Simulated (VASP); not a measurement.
Band structure of Te (trig). Computed with optB86b-vdW, VASP's PBE PAW potentials (set 64) (plane waves; VASP).

Unless said otherwise, spin-orbit coupling is left out, though it shifts the bands of the heavy elements here.

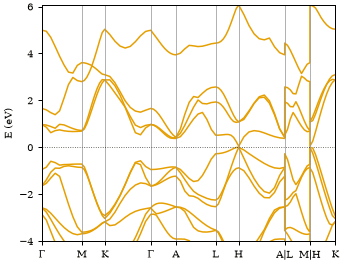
*Bands along high-symmetry lines, zero at the valence-band maximum or, without a gap, the Fermi level*

Read the plot: is there a gap, and where are the band edges?

The gap is direct, 0.05 eV, from the valence maximum at H to the conduction minimum at H. (Edges off the drawn lines would not show.)

The compound is Te in the trig structure. It was relaxed first.
